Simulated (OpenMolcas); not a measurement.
# Mo³⁺ complex: multiconfigurational calculation

Mo³⁺ with 6 ligands (F; octahedron, 2 Å), neutralised by 6 outer point charges of +0.5 e, whose field is part of the energies. Computed at this level: state-averaged SS-CASPT2, IPEA shift 0.25, real shift 0.3 hartree, closed shells 4s 4p of the metal and the valence shells of the ligands correlated, active space 3 electrons in the shell 4d, basis ANO-RCC-VTZP on the metal and ANO-RCC-VDZP on the ligands, DKH2 scalar Hamiltonian, spin-orbit coupling by RASSI with atomic mean-field integrals (OpenMolcas).

Key numbers:

```
                                 quantity                                                                 value
                                  outcome                                                             converged
      energy of the lowest spin-free term                                                   −4645.75977 hartree
    energy of the lowest spin-orbit level                                                   −4645.76019 hartree
                CASPT2 correlation energy                                                       −1.6934 hartree
largest spread among components of a term                                                            107.7 cm⁻¹
                  lowest reference weight                                                                 0.735
                                 hardware  1 thread of Arm Neoverse V1, 24 GiB of memory available, shared host
                                wall time                                                               2.9 min
                              peak memory                                                               0.4 GiB
```

Notes:

The components of ²E, which symmetry makes degenerate, are split by 108 cm⁻¹ in CASPT2, and those of 3 more by over 50 cm⁻¹. This is an artefact; the levels of such states rest on averages and are uncertain by about as much. To bear in mind: distances are set from ionic radii, not optimised.

The input:
```
&GATEWAY
Coord
7

Mo 0.0 0.0 0.0
F 2.000000 0.000000 0.000000
F 0.000000 2.000000 0.000000
F -2.000000 0.000000 0.000000
F 0.000000 -2.000000 0.000000
F 0.000000 0.000000 2.000000
F 0.000000 0.000000 -2.000000
Basis=Mo.ANO-RCC-VTZP,F.ANO-RCC-VDZP
Group=XYZ
NoMove
AngMom=0.0 0.0 0.0
AMFI
RICD
XField
3 Angstrom 0
4.800000 0.000000 0.000000 0.500000
0.000000 4.800000 0.000000 0.500000
0.000000 0.000000 4.800000 0.500000
&SEWARD
&RASSCF
FileOrb=start.orb
Symmetry=1
Spin=4
nActEl=3 0 0
Inactive=24 24
Ras2=5 0
CIRoot=10 10 1
SDav=10
CIMx=300
Iter=150 100
PrWF=0.3
OrbListing=Nothing
MaxOrb=0
LevShft=1.0
>>> COPY $Project.JobIph JOB001
&RASSCF
FileOrb=start.orb
Symmetry=1
Spin=2
nActEl=3 0 0
Inactive=24 24
Ras2=5 0
CIRoot=40 40 1
SDav=40
CIMx=300
Iter=150 100
PrWF=0.3
OrbListing=Nothing
MaxOrb=0
LevShft=1.0
>>> COPY $Project.JobIph JOB002
&RASSI
NrOfJobIphs=2 10 40
1 2 3 4 5 6 7 8 9 10
1 2 3 4 5 6 7 8 9 10 11 12 13 14 15 16 17 18 19 20 21 22 23 24 25 26 27
28 29 30 31 32 33 34 35 36 37 38 39 40
IphNames
JOB001
JOB002
EJob
SpinOrbit
DIPRint=1.0
SOCoupling=1000.0
Subsets=2
Property=9
'ANGMOM' 1 'ANGMOM' 2 'ANGMOM' 3 'MLTPL  1' 1 'MLTPL  1' 2 'MLTPL  1' 3
'AMFI' 1 'AMFI' 2 'AMFI' 3
SOProperty=3
'ANGMOM' 1 'ANGMOM' 2 'ANGMOM' 3
>>> COPY JOB001 $Project.JobIph
&CASPT2
Multistate=10 1 2 3 4 5 6 7 8 9 10
NoMult
Frozen=11 9
IPEA=0.25
Shift=0.3
MaxIter=60
WThr=0.0 0.3 0.05
PrWF=0.5
NoMix
>>> COPY JOB002 $Project.JobIph
&CASPT2
Multistate=40 1 2 3 4 5 6 7 8 9 10 11 12 13 14 15 16 17 18 19 20 21 22
23 24 25 26 27 28 29 30 31 32 33 34 35 36 37 38 39 40
NoMult
Frozen=11 9
IPEA=0.25
Shift=0.3
MaxIter=60
WThr=0.0 0.3 0.05
PrWF=0.5
NoMix
```

The file start.orb holds starting orbitals from an earlier step. A driver script formed the levels outside the program, from RASSI's spin-orbit matrix and the CASPT2 energies (for multi-state variants, the effective Hamiltonian), averaged over the components of each term or state. The log and the time are those of the CASPT2 step.

Launched with:
```bash
OMP_NUM_THREADS=1 MOLCAS_MEM=2457 MOLCAS_PROJECT=a pymolcas a.inp > a.log  # once for each step of the input, in one work folder
```

Output (extracts):
```
--- CASPT2 ---
Orbital specifications:
      -----------------------

      Symmetry species                           1   2
                                                ag  au
      Frozen orbitals                           11   9
      Inactive orbitals                         13  15
      Active orbitals                            5   0
      Secondary orbitals                        49  50
      Deleted orbitals                           0   0
      Number of basis functions                 78  74
Type of calculation                        SS-CASPT2
      Fock operator                              state-specific
      IPEA shift                                 0.25
      Real shift                                 0.30
      Imaginary shift                            0.00
      The input orbitals will be transformed to quasi-canonical
Reference energy:       -4644.0663841718
      E2 (Non-variational):      -1.5892238241
      Shift correction:          -0.1041602136
      E2 (Variational):          -1.6933840377
      Total energy:           -4645.7597682096
      Residual norm:              0.0000003686
      Reference weight:           0.74228
      Contributions to the CASPT2 correlation energy
      Active & Virtual Only:         -0.0151891219
      One Inactive Excited:          -0.1678007455
      Two Inactive Excited:          -1.4062339567
Reference energy:       -4643.9475956117
      E2 (Non-variational):      -1.5876810010
      Shift correction:          -0.1041688287
      E2 (Variational):          -1.6918498297
      Total energy:           -4645.6394454414
      Residual norm:              0.0000004480
      Reference weight:           0.74226
      Contributions to the CASPT2 correlation energy
      Active & Virtual Only:         -0.0150734297
      One Inactive Excited:          -0.1738751936
      Two Inactive Excited:          -1.3987323777
::    CASPT2 Root  1     Total energy:  -4645.75976821
::    CASPT2 Root  2     Total energy:  -4645.63944544
::    CASPT2 Root  3     Total energy:  -4645.63945211
::    CASPT2 Root  4     Total energy:  -4645.63952925
::    CASPT2 Root  5     Total energy:  -4645.61210128
::    CASPT2 Root  6     Total energy:  -4645.61212162
::    CASPT2 Root  7     Total energy:  -4645.61208822
::    CASPT2 Root  8     Total energy:  -4645.50971106
::    CASPT2 Root  9     Total energy:  -4645.50972395
::    CASPT2 Root 10     Total energy:  -4645.50973569
--- CASPT2 ---
Orbital specifications:
      -----------------------

      Symmetry species                           1   2
                                                ag  au
      Frozen orbitals                           11   9
      Inactive orbitals                         13  15
      Active orbitals                            5   0
      Secondary orbitals                        49  50
      Deleted orbitals                           0   0
      Number of basis functions                 78  74
Type of calculation                        SS-CASPT2
      Fock operator                              state-specific
      IPEA shift                                 0.25
      Real shift                                 0.30
      Imaginary shift                            0.00
      The input orbitals will be transformed to quasi-canonical
Reference energy:       -4643.9990232862
      E2 (Non-variational):      -1.6041459039
      Shift correction:          -0.1058122875
      E2 (Variational):          -1.7099581915
      Total energy:           -4645.7089814776
      Residual norm:              0.0000002074
      Reference weight:           0.73926
      Contributions to the CASPT2 correlation energy
      Active & Virtual Only:         -0.0221310920
      One Inactive Excited:          -0.1721740757
      Two Inactive Excited:          -1.4098407363
Reference energy:       -4643.9990232861
      E2 (Non-variational):      -1.6037058850
      Shift correction:          -0.1057613738
      E2 (Variational):          -1.7094672589
      Total energy:           -4645.7084905450
      Residual norm:              0.0000002062
      Reference weight:           0.73935
      Contributions to the CASPT2 correlation energy
      Active & Virtual Only:         -0.0221409790
      One Inactive Excited:          -0.1717242694
      Two Inactive Excited:          -1.4098406366
::    CASPT2 Root  1     Total energy:  -4645.70898148
::    CASPT2 Root  2     Total energy:  -4645.70849054
::    CASPT2 Root  3     Total energy:  -4645.70812659
::    CASPT2 Root  4     Total energy:  -4645.70802454
::    CASPT2 Root  5     Total energy:  -4645.70845921
::    CASPT2 Root  6     Total energy:  -4645.67779986
::    CASPT2 Root  7     Total energy:  -4645.67776470
::    CASPT2 Root  8     Total energy:  -4645.67774182
::    CASPT2 Root  9     Total energy:  -4645.60283294
::    CASPT2 Root 10     Total energy:  -4645.59127604
::    CASPT2 Root 11     Total energy:  -4645.59128660
::    CASPT2 Root 12     Total energy:  -4645.59120857
::    CASPT2 Root 13     Total energy:  -4645.59059667
::    CASPT2 Root 14     Total energy:  -4645.59062364
::    CASPT2 Root 15     Total energy:  -4645.59077710
::    CASPT2 Root 16     Total energy:  -4645.58674652
::    CASPT2 Root 17     Total energy:  -4645.58710354
::    CASPT2 Root 18     Total energy:  -4645.57305646
::    CASPT2 Root 19     Total energy:  -4645.57302779
::    CASPT2 Root 20     Total energy:  -4645.57303841
::    CASPT2 Root 21     Total energy:  -4645.55713905
::    CASPT2 Root 22     Total energy:  -4645.55710300
::    CASPT2 Root 23     Total energy:  -4645.55715018
::    CASPT2 Root 24     Total energy:  -4645.55471763
::    CASPT2 Root 25     Total energy:  -4645.51252349
::    CASPT2 Root 26     Total energy:  -4645.51253279
::    CASPT2 Root 27     Total energy:  -4645.47124467
::    CASPT2 Root 28     Total energy:  -4645.47131146
::    CASPT2 Root 29     Total energy:  -4645.47121506
::    CASPT2 Root 30     Total energy:  -4645.46426700
```

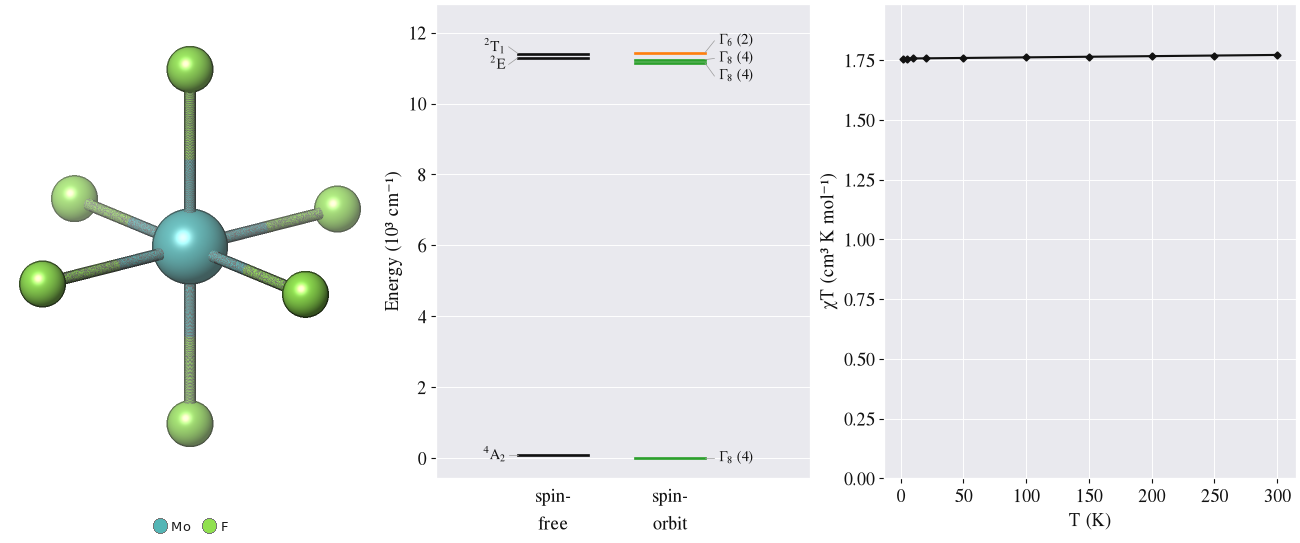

Figure 1. Mo³⁺ (4d³) with 6 ligands, F⁻, at 2 Å (arrangement: octahedron, Oh), neutralised by outer point charges of +0.5 e, and its levels and susceptibility. Labels give the representation in O, Td, D4 or D3 as the site allows (double group for half-integer spin) where it could be assigned and, in brackets, the degeneracy; spin-free states, where drawn, share the zero of the spin-orbit levels. Powder susceptibility by Van Vleck's formula. The ground level is Γ₈, 4-fold degenerate, 100 % from states of spin multiplicity 4. The next level lies at 11,100 cm⁻¹ (Γ₈). The lowest spin-free state is ⁴A₂. χT is 1.76 cm³ K mol⁻¹ at 2 K and 1.77 at 300 K, an effective moment of 3.77 μB.
